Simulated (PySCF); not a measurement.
## Electronic structure of C6H15NOSi (SMILES CCC/C(=N/[SiH3])[C@H](C)O) in real space

```
atom    x (Å)    y (Å)    z (Å)
   C   2.6992   0.5885   0.6477
   C   2.1906  -0.7361   0.0956
   C   1.1096  -0.5309  -0.9774
   C  -0.1515   0.0186  -0.3710
   N  -0.3510   1.2526  -0.3298
  Si  -1.5961   2.2699   0.2827
   C  -1.1188  -1.0121   0.1994
   C  -2.1104  -1.4218  -0.8890
   O  -1.8600  -0.4872   1.2765
   H   3.4177   0.4187   1.4464
   H   1.8759   1.1823   1.0368
   H   3.1855   1.1626  -0.1371
   H   1.7887  -1.3459   0.9089
   H   3.0219  -1.2871  -0.3497
   H   0.8952  -1.4857  -1.4614
   H   1.4799   0.1751  -1.7207
   H  -1.1060   2.6715   1.6064
   H  -2.9798   1.8075   0.3810
   H  -1.5332   3.3767  -0.6742
   H  -0.5507  -1.8978   0.5288
   H  -1.5918  -1.8870  -1.7226
   H  -2.8324  -2.1212  -0.4759
   H  -2.6393  -0.5398  -1.2396
   H  -1.2549  -0.1517   1.9458
```

Geometry: GFN2-xTB.

Level of theory: PBE0/pcSseg-1, SCF density, gas phase, non-relativistic in PySCF 2.14.0.

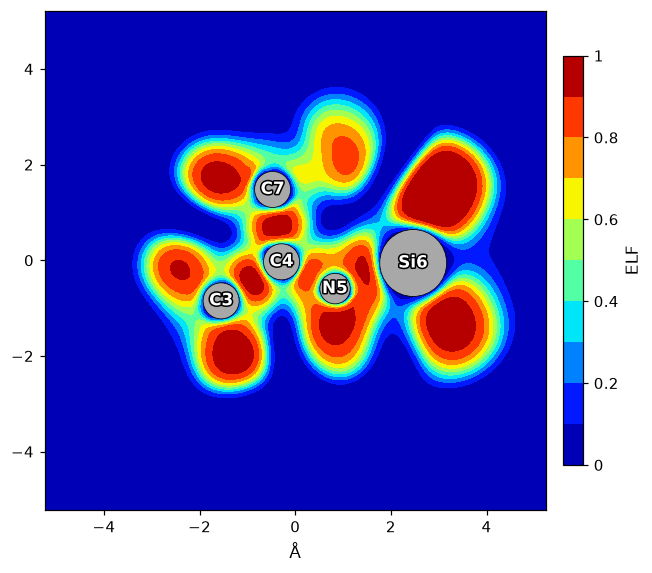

Figure 1. ELF on the plane of atoms C3, C4 and N5. Grey discs cover the atomic cores.

### Interpret the plot.

Atoms in the plane: C, N and Si.
C–N (1.25 Å): the ELF peaks at about 0.90 between the atoms; a multiple bond.
C–C (1.50 Å): the ELF peaks at about 0.95 between the atoms, as expected for localised, covalent bonding.
Si–N (1.72 Å): the ELF peaks at about 0.90 between the atoms (a shared but strongly polarised pair).
The ELF also peaks beside N5 and O9, away from the bonds: lone-pair regions.

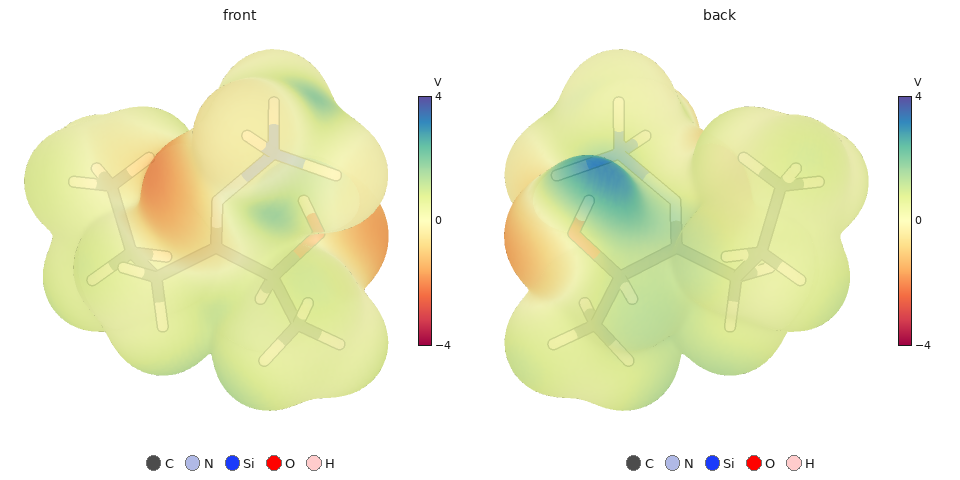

Figure 2. The electrostatic potential painted on the density surface at 0.004 e/bohr³, seen from the front and from behind; red is negative and blue positive.

### Where is the surface potential most negative and most positive?

The most negative region (about −1.9 V) lies over N5, the most positive (about +3.0 V) over H24. N5 is the likeliest acceptor of a hydrogen bond.
